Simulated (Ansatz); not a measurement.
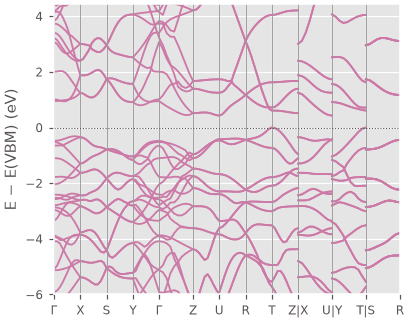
Fig. 1. Band structure from LDA in the plane-wave PAW code Ansatz

Q: Read off the gap and where the band edges lie.

A: About 0.4 eV (0.43 eV by a search for the band edges); maximum at T, minimum at U.

The material is FeB₂ in space group Pnma (No. 62; Fe on 4c, B on 8d).

The first step of the workflow began from a Materials Project structure, measured or hypothetical; the Crystallography Open Database copy checked does not list it. COD files the formula under space group No. 191, so this cell is another polymorph or a model. Its standing as an ambient phase is unchecked. The cell was relaxed with LDA under the symmetry of its start; of distortions, only those at the zone centre were tested. The run is not spin-polarised.

Potentials: the later of the program's two PAW sets.
